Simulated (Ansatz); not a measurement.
**BSiNH+ (triplet): the correlation ladder, cc-pVDZ**

How much of the correlation energy of BSiNH+ (triplet) does each wave-function method recover here?

The runs use Ansatz 0.2.0, Gaussian basis; cc-pVDZ, core rule «outside noble gas», up to 7 orbitals frozen.

To be run: UHF; CCSD(T) on ROHF; CCSD(T) on UHF; BCCD(T) on ROHF; CISD; CCSDT(Q) on ROHF; CCSDT(Q) on UHF; CASSCF and NEVPT2, 10 electrons in 10 orbitals.

23 further runs of the same task are left out: 12 that didn't finish, 11 set aside as unsound or not needed.

### Step 1. The geometry

The geometry is a PBE0/def2-TZVP stationary point (not a proven minimum) of the parent state, kept for this charge and spin.

4 atoms, charge 1, spin multiplicity 3.

Atoms are counted from 1 here; the program's logs count them from 0.

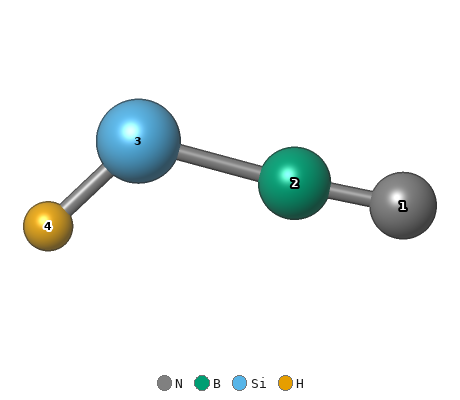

The geometry (nitrogen grey, boron teal, silicon blue, hydrogen amber); atoms are numbered from 1 in the order of the file.

Geometry (Å):

```
N     0.00000    0.05169    2.03534
B     0.00000    0.04449    0.71238
Si    0.00000   -0.08341   -1.21489
H     0.00000    1.12866   -2.07268
```

In the tables R marks a restricted open-shell determinant and U an unrestricted one; 'frontier' is the active space of 10 electrons in 10 orbitals; energies count from the table's Hartree-Fock row.

### Step 2. UHF

The input, in.yaml:

```yaml
crystal:
  periodic: [false, false, false]
  atoms:
    - {symbol: N, position_ang: [0.000000, 0.051693, 2.035342]}
    - {symbol: B, position_ang: [0.000000, 0.044493, 0.712376]}
    - {symbol: Si, position_ang: [0.000000, -0.083412, -1.214889]}
    - {symbol: H, position_ang: [0.000000, 1.128664, -2.072682]}
basis:
  gaussian: {orbitals: cc-pVDZ}
total_charge: 1
magnetization: {spin_polarized: true, initial_magnetization: 2}
hamiltonian: {xc: hf}
output: {orbitals: {seedname: orbitals}}
```

Command:

```
ansatz run in.yaml --threads 1 --pin off --events-out ev --progress --plain --max-ram 2393MiB
```

Output:

```text
Functional definition: HF
  name "HF"
  cite "Fock, Z. Phys. 61, 126 (1930) doi:10.1007/BF01340294"
  parent pbe
  exchange = exact_x
  correlation = 0
496 factors; integrals over basis functions are off by at most 1.3e-3 eV
mean field evaluation 1: about -10000.3458 eV, gradient 4.9e1 eV
mean field evaluation 2: about -10000.4959 eV, gradient 4.9e1 eV
mean field evaluation 4: about -10016.5533 eV, gradient 1.1e1 eV
mean field evaluation 8: about -10019.1698 eV, gradient 1.5e0 eV
mean field evaluation 16: about -10019.8395 eV, gradient 4.2e-1 eV
mean field evaluation 32: about -10016.0207 eV, gradient 6.5e0 eV
mean field evaluation 64: about -10019.7392 eV, gradient 4.1e-1 eV
mean field evaluation 96: about -10019.8309 eV, gradient 6.2e-1 eV
mean field evaluation 128: about -10008.5636 eV, gradient 3.5e1 eV
mean field evaluation 160: about -10018.8015 eV, gradient 6.6e-1 eV
mean field evaluation 192: about -10018.8079 eV, gradient 1.0e0 eV
mean field evaluation 224: about -10010.5987 eV, gradient 1.8e1 eV
mean field evaluation 256: about -10018.7577 eV, gradient 9.1e-2 eV
mean field evaluation 288: about -10016.6305 eV, gradient 2.7e0 eV
mean field evaluation 320: about -10013.2857 eV, gradient 5.4e0 eV
mean field evaluation 352: about -10019.4384 eV, gradient 3.0e-1 eV
mean field evaluation 384: about -10018.8677 eV, gradient 2.1e0 eV
mean field evaluation 416: about -10018.7606 eV, gradient 2.3e0 eV
mean field evaluation 448: about -9992.0521 eV, gradient 3.4e1 eV
mean field -10019.84851608 eV, -368.2226412686 hartree, gradient 7.2e-6 eV, S^2 2.556044; 6 other end points of the search recorded, 0 dependent functions left out
reference -10019.84851608 eV, -368.2226412686 hartree; 14, 12 occupied and 37, 39 virtual orbitals, 496 factors
Total energy: -10019.84851608 eV, -368.2226412686 hartree
```

It took 2.1 s on 1 thread of Arm Neoverse V2, shared host.

From the report: ⟨S²⟩ of the determinant 2.556 (pure triplet: 2.00). The determinant is far from a pure spin state, so its energy mixes those of several spin states (harmless only where they are near-degenerate, as at dissociation).

### Step 3. CCSD(T) on ROHF

Edit in.yaml of step 2 so:

```diff
@@ -10,4 +10,3 @@
 total_charge: 1
-magnetization: {spin_polarized: true, initial_magnetization: 2}
-hamiltonian: {xc: hf}
-output: {orbitals: {seedname: orbitals}}
+magnetization: {spin_polarized: false, initial_magnetization: 2}
+correlation: {method: ccsd_t, electrons: outside_noble_gas}
```

The command is unchanged.

Output, cut to the lines that bear on the results:

```text
Functional definition: HF
  name "HF"
  cite "Fock, Z. Phys. 61, 126 (1930) doi:10.1007/BF01340294"
  parent pbe
[...]
496 factors; integrals over basis functions are off by at most 1.3e-3 eV
[...]
mean field -10019.33613762 eV, -368.2038117076 hartree, gradient 8.1e-6 eV, S^2 2.000000; 23 other end points of the search recorded, 0 dependent functions left out
[...]
determinant -10019.33613762 eV, -368.2038117076 hartree, with singles and doubles -10027.33511282 eV, -368.4977686244 hartree
determinant -10019.12459648 eV, -368.1960377140 hartree, with singles and doubles -10027.13068553 eV, -368.4902560600 hartree
determinant -10018.66915972 eV, -368.1793007220 hartree, with singles and doubles -10026.92279662 eV, -368.4826162835 hartree
determinant -10018.53022626 eV, -368.1741950113 hartree, with singles and doubles -10027.03017944 eV, -368.4865625292 hartree
[...]
determinant -10019.12459648 eV, -368.1960377140 hartree, with singles and doubles -10027.13708831 eV, -368.4904913576 hartree
determinant -10018.66915972 eV, -368.1793007220 hartree, with singles and doubles -10027.06903676 eV, -368.4879905094 hartree
determinant -10018.53022626 eV, -368.1741950113 hartree, with singles and doubles -10027.11978810 eV, -368.4898555869 hartree
unrestricted determinant -10019.84851608 eV, -368.2226412686 hartree, S^2 2.5560
7 core orbitals not correlated: weight in the atoms' cores, before any rotation towards them, 1.000 or more for the frozen orbitals, at most 0.000 for the correlated occupied ones
reference -10019.33613762 eV, -368.2038117076 hartree; 7, 5 occupied and 37, 39 virtual orbitals, 496 factors
second order -6.95544625 eV of doubles, -0.08116758 eV of singles
cycle   1  -8.00608598 eV  change   -6.2e-6 eV  update   3.4e-6
perturbative correction -0.36028524 eV, -0.0132402385 hartree
Total energy: -10027.70250884 eV, -368.5112701792 hartree
```

It took 16 s on 1 thread of Arm Neoverse V2, shared host.

From the report: correlation -8.3664 eV; T1 0.036; largest double amplitude 0.09.

### Step 4. CCSD(T) on UHF

Edit in.yaml of step 3 so:

```diff
@@ -10,3 +10,3 @@
 total_charge: 1
-magnetization: {spin_polarized: false, initial_magnetization: 2}
+magnetization: {spin_polarized: true, initial_magnetization: 2}
 correlation: {method: ccsd_t, electrons: outside_noble_gas}
```

Same command.

Output, cut to the lines that bear on the results:

```text
Functional definition: HF
  name "HF"
  cite "Fock, Z. Phys. 61, 126 (1930) doi:10.1007/BF01340294"
  parent pbe
[...]
496 factors; integrals over basis functions are off by at most 1.3e-3 eV
[...]
mean field -10019.84851608 eV, -368.2226412686 hartree, gradient 7.3e-6 eV, S^2 2.556044; 28 other end points of the search recorded, 0 dependent functions left out
determinant -10019.84851608 eV, -368.2226412686 hartree, with singles and doubles -10027.27211567 eV, -368.4954535217 hartree
determinant -10019.56653083 eV, -368.2122785017 hartree, with singles and doubles -10027.24625361 eV, -368.4945031085 hartree
determinant -10019.54806618 eV, -368.2115999384 hartree, with singles and doubles -10027.11647008 eV, -368.4897336519 hartree
determinant -10018.82528307 eV, -368.1850381492 hartree, with singles and doubles -10026.50601519 eV, -368.4672998484 hartree
[...]
determinant -10019.84851608 eV, -368.2226412686 hartree, with singles and doubles -10027.33476405 eV, -368.4977558071 hartree
determinant -10019.56653083 eV, -368.2122785017 hartree, with singles and doubles -10027.30366506 eV, -368.4966129406 hartree
determinant -10019.54806618 eV, -368.2115999384 hartree, with singles and doubles -10027.15531626 eV, -368.4911612228 hartree
determinant -10019.44814145 eV, -368.2079277725 hartree, with singles and doubles -10027.33189552 eV, -368.4976503907 hartree
7 core orbitals not correlated: weight in the atoms' cores, before any rotation towards them, 1.000 or more for the frozen orbitals, at most 0.000 for the correlated occupied ones
reference -10019.84851608 eV, -368.2226412686 hartree; 7, 5 occupied and 37, 39 virtual orbitals, 496 factors
second order -5.89009807 eV of doubles, -0.00000000 eV of singles
cycle   1  -7.48625153 eV  change   -3.6e-6 eV  update   4.7e-6
perturbative correction -0.33122267 eV, -0.0121722088 hartree
Total energy: -10027.66599028 eV, -368.5099281468 hartree
```

Wall time 20 s (1 thread of Arm Neoverse V2, shared host).

From the report: ⟨S²⟩ of the determinant 2.556 (pure triplet: 2.00); correlation -7.8175 eV; T1 0.080; largest double amplitude 0.11. The determinant is far from a pure spin state, so its energy mixes those of several spin states (harmless only where they are near-degenerate, as at dissociation).

### Step 5. BCCD(T) on ROHF

Edit in.yaml of step 4 so:

```diff
@@ -10,3 +10,3 @@
 total_charge: 1
-magnetization: {spin_polarized: true, initial_magnetization: 2}
-correlation: {method: ccsd_t, electrons: outside_noble_gas}
+magnetization: {spin_polarized: false, initial_magnetization: 2}
+correlation: {method: bccd_t, electrons: outside_noble_gas}
```

The command is unchanged.

Output, cut to the lines that bear on the results:

```text
Functional definition: HF
  name "HF"
  cite "Fock, Z. Phys. 61, 126 (1930) doi:10.1007/BF01340294"
  parent pbe
[...]
496 factors; integrals over basis functions are off by at most 1.3e-3 eV
[...]
mean field -10019.33613762 eV, -368.2038117076 hartree, gradient 8.1e-6 eV, S^2 2.000000; 23 other end points of the search recorded, 0 dependent functions left out
[...]
determinant -10019.33613762 eV, -368.2038117076 hartree, with singles and doubles -10027.33511282 eV, -368.4977686244 hartree
determinant -10019.12459648 eV, -368.1960377140 hartree, with singles and doubles -10027.13068553 eV, -368.4902560600 hartree
determinant -10018.66915972 eV, -368.1793007220 hartree, with singles and doubles -10026.92279662 eV, -368.4826162835 hartree
determinant -10018.53022626 eV, -368.1741950113 hartree, with singles and doubles -10027.03017944 eV, -368.4865625292 hartree
[...]
determinant -10019.12459648 eV, -368.1960377140 hartree, with singles and doubles -10027.13708831 eV, -368.4904913576 hartree
determinant -10018.66915972 eV, -368.1793007220 hartree, with singles and doubles -10027.06903676 eV, -368.4879905094 hartree
determinant -10018.53022626 eV, -368.1741950113 hartree, with singles and doubles -10027.11978810 eV, -368.4898555869 hartree
unrestricted determinant -10019.84851608 eV, -368.2226412686 hartree, S^2 2.5560
7 core orbitals not correlated: weight in the atoms' cores, before any rotation towards them, 1.000 or more for the frozen orbitals, at most 0.000 for the correlated occupied ones
reference -10019.33613762 eV, -368.2038117076 hartree; 7, 5 occupied and 37, 39 virtual orbitals, 496 factors
second order -6.95544625 eV of doubles, -0.08116758 eV of singles
cycle   1  -7.96315823 eV  change    4.3e-2 eV  update   2.4e-2
[...]
cycle  17  -7.97107638 eV  change   -7.5e-6 eV  update   1.5e-5
perturbative correction -0.39050920 eV, -0.0143509483 hartree
Total energy: -10027.69772320 eV, -368.5110943099 hartree
```

It took 18 s on 1 thread of Arm Neoverse V2, shared host.

From the report: correlation -8.3616 eV; largest double amplitude 0.08.

### Step 6. CISD

Edit in.yaml of step 5 so:

```diff
@@ -11,2 +11,2 @@
 magnetization: {spin_polarized: false, initial_magnetization: 2}
-correlation: {method: bccd_t, electrons: outside_noble_gas}
+correlation: {active_space: {ras: {orbitals: [5, 2, 37], electrons: 12, max_holes: 2, max_particles: 2}, fixed_orbitals: true}}
```

Launched as before.

Output, cut to the lines that bear on the results:

```text
Functional definition: HF
  name "HF"
  cite "Fock, Z. Phys. 61, 126 (1930) doi:10.1007/BF01340294"
  parent pbe
[...]
496 factors; integrals over basis functions are off by at most 1.3e-3 eV
[...]
mean field -10019.33613762 eV, -368.2038117076 hartree, gradient 8.1e-6 eV, S^2 2.000000; 18 other end points of the search recorded, 0 dependent functions left out
reference -10019.33613762 eV, -368.2038117076 hartree; 14, 12 occupied and 37, 39 virtual orbitals, 496 factors
state -10026.58404893 eV, -368.4701675354 hartree
Total energy: -10026.58404893 eV, -368.4701675354 hartree
```

It took 4.9 s on 1 thread of Arm Neoverse V2, shared host.

From the report: 156,594 determinants.

### Step 7. CCSDT(Q) on ROHF

Edit in.yaml of step 6 so:

```diff
@@ -11,2 +11,2 @@
 magnetization: {spin_polarized: false, initial_magnetization: 2}
-correlation: {active_space: {ras: {orbitals: [5, 2, 37], electrons: 12, max_holes: 2, max_particles: 2}, fixed_orbitals: true}}
+correlation: {method: ccsdt_q, electrons: outside_noble_gas}
```

The command is unchanged.

Output, cut to the lines that bear on the results:

```text
Functional definition: HF
  name "HF"
  cite "Fock, Z. Phys. 61, 126 (1930) doi:10.1007/BF01340294"
  parent pbe
[...]
935 factors; integrals over basis functions are off by at most 1.9e-7 eV
[...]
mean field -10019.33617144 eV, -368.2038129506 hartree, gradient 5.9e-6 eV, S^2 2.000000; 23 other end points of the search recorded, 0 dependent functions left out
[...]
determinant -10019.33617144 eV, -368.2038129506 hartree, with singles and doubles -10027.33513892 eV, -368.4977695833 hartree
determinant -10019.12463112 eV, -368.1960389871 hartree, with singles and doubles -10027.13071286 eV, -368.4902570641 hartree
determinant -10018.66919009 eV, -368.1793018380 hartree, with singles and doubles -10026.92282949 eV, -368.4826174913 hartree
determinant -10018.53025759 eV, -368.1741961628 hartree, with singles and doubles -10027.03020737 eV, -368.4865635555 hartree
[...]
determinant -10019.12463112 eV, -368.1960389871 hartree, with singles and doubles -10027.13711572 eV, -368.4904923652 hartree
determinant -10018.66919009 eV, -368.1793018380 hartree, with singles and doubles -10027.06906478 eV, -368.4879915391 hartree
determinant -10018.53025759 eV, -368.1741961628 hartree, with singles and doubles -10027.11981581 eV, -368.4898566052 hartree
unrestricted determinant -10019.84855010 eV, -368.2226425189 hartree, S^2 2.5560
7 core orbitals not correlated: weight in the atoms' cores, before any rotation towards them, 1.000 or more for the frozen orbitals, at most 0.000 for the correlated occupied ones
reference -10019.33617144 eV, -368.2038129506 hartree; 7, 5 occupied and 37, 39 virtual orbitals, 935 factors
second order -6.95546539 eV of doubles, -0.08116753 eV of singles
cycle   1  -7.53149984 eV  change   -4.9e-1 eV  update   1.2e-1
[...]
cycle  42  -8.43461328 eV  change    7.0e-7 eV  update   3.5e-7
perturbative correction -0.04330631 eV, -0.0015914775 hartree
Total energy: -10027.81409103 eV, -368.5153707487 hartree
```

Wall time 92 s (1 thread of Arm Neoverse V2, shared host); peak memory 0.69 GiB.

From the report: correlation -8.4779 eV; T1 0.042; largest double amplitude 0.11.

### Step 8. CCSDT(Q) on UHF

Edit in.yaml of step 7 so:

```diff
@@ -10,3 +10,3 @@
 total_charge: 1
-magnetization: {spin_polarized: false, initial_magnetization: 2}
+magnetization: {spin_polarized: true, initial_magnetization: 2}
 correlation: {method: ccsdt_q, electrons: outside_noble_gas}
```

The command is unchanged.

Output, cut to the lines that bear on the results:

```text
Functional definition: HF
  name "HF"
  cite "Fock, Z. Phys. 61, 126 (1930) doi:10.1007/BF01340294"
  parent pbe
[...]
935 factors; integrals over basis functions are off by at most 1.9e-7 eV
[...]
mean field -10019.84855010 eV, -368.2226425189 hartree, gradient 2.8e-6 eV, S^2 2.556044; 28 other end points of the search recorded, 0 dependent functions left out
determinant -10019.84855010 eV, -368.2226425189 hartree, with singles and doubles -10027.27214133 eV, -368.4954544648 hartree
determinant -10019.56656786 eV, -368.2122798628 hartree, with singles and doubles -10027.24628048 eV, -368.4945040959 hartree
determinant -10019.54809867 eV, -368.2116011325 hartree, with singles and doubles -10027.11649769 eV, -368.4897346665 hartree
determinant -10018.82532039 eV, -368.1850395205 hartree, with singles and doubles -10026.50604347 eV, -368.4673008876 hartree
[...]
determinant -10019.56656786 eV, -368.2122798628 hartree, with singles and doubles -10027.30369193 eV, -368.4966139277 hartree
determinant -10019.54809867 eV, -368.2116011325 hartree, with singles and doubles -10027.15534390 eV, -368.4911622385 hartree
determinant -10019.44817579 eV, -368.2079290344 hartree, with singles and doubles -10027.33192059 eV, -368.4976513119 hartree
7 core orbitals not correlated: weight in the atoms' cores, before any rotation towards them, 1.000 or more for the frozen orbitals, at most 0.000 for the correlated occupied ones
reference -10019.84855010 eV, -368.2226425189 hartree; 7, 5 occupied and 37, 39 virtual orbitals, 935 factors
second order -5.89011227 eV of doubles, -0.00000000 eV of singles
cycle   1  -6.65301518 eV  change   -7.6e-1 eV  update   1.1e-1
[...]
cycle  46  -7.92535923 eV  change   -6.6e-7 eV  update   4.3e-7
perturbative correction -0.05313902 eV, -0.0019528229 hartree
Total energy: -10027.82704835 eV, -368.5158469215 hartree
```

It took 95 s on 1 thread of Arm Neoverse V2, shared host; peak memory 0.54 GiB.

From the report: ⟨S²⟩ of the determinant 2.556 (pure triplet: 2.00); correlation -7.9785 eV; T1 0.093; largest double amplitude 0.13. The determinant is far from a pure spin state, so its energy mixes those of several spin states (harmless only where they are near-degenerate, as at dissociation).

### Step 9. CASSCF and NEVPT2, 10 electrons in 10 orbitals

Edit in.yaml of step 8 so:

```diff
@@ -10,3 +10,3 @@
 total_charge: 1
-magnetization: {spin_polarized: true, initial_magnetization: 2}
-correlation: {method: ccsdt_q, electrons: outside_noble_gas}
+magnetization: {spin_polarized: false, initial_magnetization: 2}
+correlation: {method: sc_nevpt2, electrons: outside_noble_gas, active_space: {window: {electrons: 10, orbitals: 10}}}
```

Same command.

Output, cut to the lines that bear on the results:

```text
Functional definition: HF
  name "HF"
  cite "Fock, Z. Phys. 61, 126 (1930) doi:10.1007/BF01340294"
  parent pbe
[...]
496 factors; integrals over basis functions are off by at most 1.3e-3 eV
[...]
mean field -10019.33613762 eV, -368.2038117076 hartree, gradient 8.1e-6 eV, S^2 2.000000; 18 other end points of the search recorded, 0 dependent functions left out
reference -10019.33613762 eV, -368.2038117076 hartree; 14, 12 occupied and 37, 39 virtual orbitals, 496 factors
state -10022.64412407 eV, -368.3253779673 hartree
state -10022.64412407 eV, -368.3253779673 hartree; corrected -10026.43126342 eV, -368.4645527714 hartree
state -10022.43640350 eV, -368.3177443772 hartree
state -10022.43640350 eV, -368.3177443772 hartree; corrected -10026.39554711 eV, -368.4632402212 hartree
state -10022.64412407 eV, -368.3253779673 hartree; corrected -10026.43126342 eV, -368.4645527714 hartree
[...]
Total energy: -10026.43126342 eV, -368.4645527714 hartree
```

It took 64 s on 1 thread of Arm Neoverse V2, shared host.

From the report: 32,144 determinants; active occupations 2.00, 1.98, 1.97, 1.92, 1.00, 0.98, 0.09, 0.03, 0.02, 0.01.

### Step 10. The ladder

No level here is safe as a reference; RCCSDT(Q) serves as a yardstick only. Rows without a time come out of other runs: HF, MP2 and CCSD of CCSD(T), CCSDT of CCSDT(Q), CASSCF and MRCISD of the multireference runs.

Differences are taken before rounding.

```csv
method,energy from the lowest RHF (meV),from RCCSDT(Q) (meV),time
RHF,0.0,+8478.0,
UHF,-512.4,+7965.6,
RMP2,-7036.6,+1441.3,
UMP2,-6402.5,+2075.5,
CISD,-7247.9,+1230.0,4.9 s
RCCSD,-8006.1,+471.9,
UCCSD,-7998.6,+479.3,
RCCSD(T),-8366.4,+111.6,16 s
UCCSD(T),-8329.9,+148.1,20 s
BCCD(T),-8361.6,+116.4,18 s
RCCSDT,-8434.6,+43.3,
UCCSDT,-8437.8,+40.2,
RCCSDT(Q),-8478.0,0,92 s
UCCSDT(Q),-8490.9,-13.0,95 s
CASSCF frontier,-3308.0,+5170.0,
NEVPT2 frontier,-7095.1,+1382.8,64 s
```

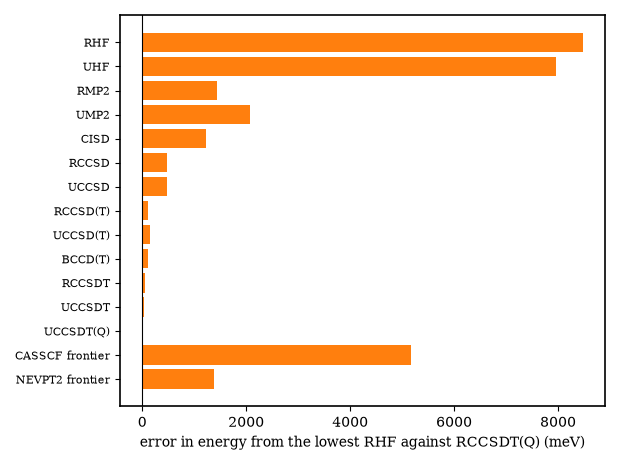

How far each level lands from RCCSDT(Q).

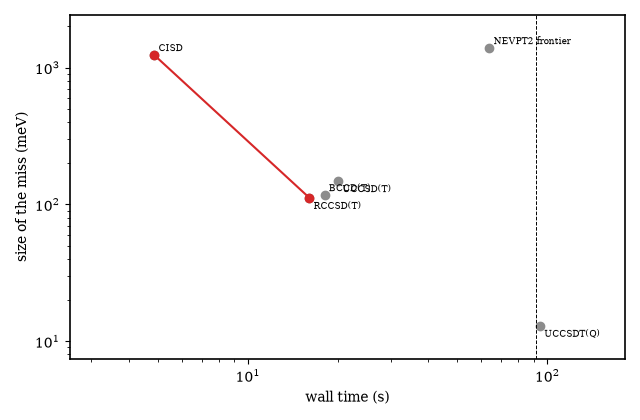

Miss against cost. Red marks the levels that no quicker level drawn beats (of those quicker than the yardstick), and the dashed line is the time of RCCSDT(Q). Times are from a shared host.

### Step 11. What came out

| quantity | value |
| --- | --- |
| RCCSDT(Q) below the RHF energy | -8.4780 eV |
| RMP2 from RCCSDT(Q) | +1441.3 meV |
| UMP2 from RCCSDT(Q) | +2075.5 meV |
| RCCSD from RCCSDT(Q) | +471.9 meV |
| RCCSD(T) from RCCSDT(Q) | +111.6 meV |
| UCCSD(T) from RCCSDT(Q) | +148.1 meV |
| UCCSDT(Q) from RCCSDT(Q) | -13.0 meV |
| NEVPT2 frontier from RCCSDT(Q) | +1382.8 meV |
| T1 diagnostic | 0.036 |

RCCSD(T) misses by +111.6 meV, 1.3 % of the correlation energy. CCSD(T) misses by +111.6 meV on the restricted determinant and by +148.1 meV on the unrestricted one; the two need not hold the same state or core. Warnings: spin contamination.
